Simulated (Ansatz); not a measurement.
The compound is LiScSb4 (space group I4_1/amd, No. 141), taken as the geometry relaxed with Ansatz 0.2.0, DFT, PAW plane waves, r2scan; the starting structure was generated, so it need not be a known form of this composition.

```yaml
crystal:
  lattice:
    - [6.16107, 0.00000, 0.00000]
    - [0.00000, 6.16107, 0.00000]
    - [0.00000, 0.00000, 17.19626]
  atoms:
    - { symbol: Sb, position: [0.24978, 0.25000, 0.12500] }
    - { symbol: Sb, position: [0.25000, 0.24978, 0.87500] }
    - { symbol: Sb, position: [0.75022, 0.75000, 0.12500] }
    - { symbol: Sb, position: [0.75000, 0.75022, 0.87500] }
    - { symbol: Sb, position: [0.25022, 0.75000, 0.62500] }
    - { symbol: Sb, position: [0.25000, 0.75022, 0.87500] }
    - { symbol: Sb, position: [0.74978, 0.25000, 0.62500] }
    - { symbol: Sb, position: [0.75000, 0.24978, 0.87500] }
    - { symbol: Sc, position: [0.00000, 0.50000, 0.75000] }
    - { symbol: Sc, position: [0.50000, 0.50000, 0.00000] }
    - { symbol: Li, position: [0.50000, 0.00000, 0.75000] }
    - { symbol: Li, position: [0.00000, 0.00000, 0.00000] }
    - { symbol: Sb, position: [0.74978, 0.75000, 0.62500] }
    - { symbol: Sb, position: [0.75000, 0.74978, 0.37500] }
    - { symbol: Sb, position: [0.25022, 0.25000, 0.62500] }
    - { symbol: Sb, position: [0.25000, 0.25022, 0.37500] }
    - { symbol: Sb, position: [0.75022, 0.25000, 0.12500] }
    - { symbol: Sb, position: [0.75000, 0.25022, 0.37500] }
    - { symbol: Sb, position: [0.24978, 0.75000, 0.12500] }
    - { symbol: Sb, position: [0.25000, 0.74978, 0.37500] }
    - { symbol: Sc, position: [0.50000, 0.00000, 0.25000] }
    - { symbol: Sc, position: [0.00000, 0.00000, 0.50000] }
    - { symbol: Li, position: [0.00000, 0.50000, 0.25000] }
    - { symbol: Li, position: [0.50000, 0.50000, 0.50000] }
```

Bonds are taken as Li–Sb below 3.4 Å, Sb–Sb below 3.5 Å and Sb–Sc below 3.4 Å. Atoms with one bond or none are removed and atoms with two bonds are replaced by edges, until no such atom is left.

What net does this leave?

The result is a binodal (8,8)-connected, three-periodic net: Sc and Li are 8-connected nodes; Sb is an 8-connected node, in the ratio 1:2. It is a single net, without interpenetration.

```csv
node,links,point symbol,coordination sequence
Sc and Li,8,3⁸·4⁸·5⁸·6⁴,8 28 68 110 188 244 364 438 596 684
Sb,8,3⁸·4¹⁰·5⁸·6²,8 30 64 118 172 266 336 470 556 734
```

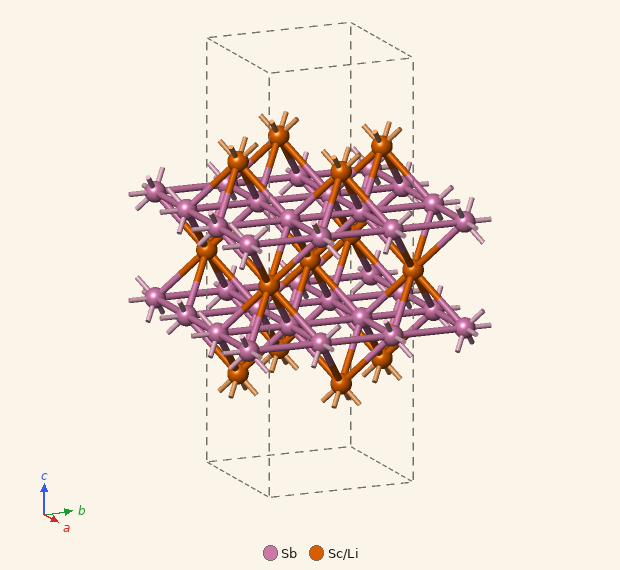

Nodes are coloured by topological kind. Edges to nodes outside the piece are drawn as stubs.
